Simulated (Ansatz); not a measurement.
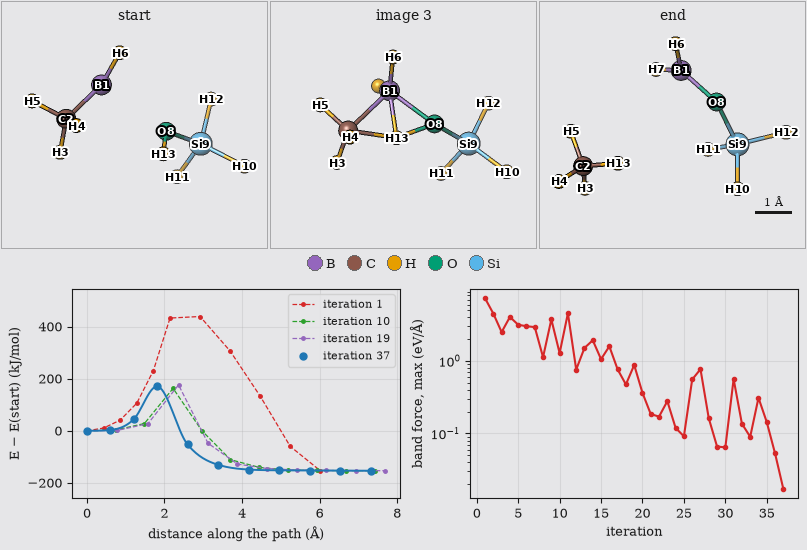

NEB run on CH₉BOSi, made up at the start of CH₅B and SiH$_{4}$O. Images are numbered from 0 (start) to 10 (end). The plot follows the band through its iterations. A ball-and-stick model, seen at a tilt.

Level of theory: Ansatz 0.2.0, RHF/6-31G*. Settings: 9 movable images; climbing image; force threshold 0.05 eV/Å; iteration limit 50; starting path through a guess of the saddle point.

**Did the band converge, and can the barrier be trusted?**

The result is final at these settings. The band converged in 37 iterations. The largest component of the band force went from 7.3 to 0.017 eV/Å. The climbing image converged on the top of the path. Its vibrational analysis gives one imaginary mode (1980i cm⁻¹), as a transition state must have. The first iteration put the highest image at 438.7 kJ/mol. Forward barrier 170.4 kJ/mol, backward barrier 323.7 kJ/mol, with image 3 at the top; the reaction energy is −153.3 kJ/mol.

Limits of the set-up: the start holds two separate molecules, 2.3 Å apart at their closest, whose relative position is a soft coordinate and is computed without a dispersion correction; Hartree-Fock leaves out electron correlation.

The run took 12 min on 1 thread of AMD EPYC 7R43 64-Core Processor (Zen 3) (shared host), peak memory 0.17 GiB.
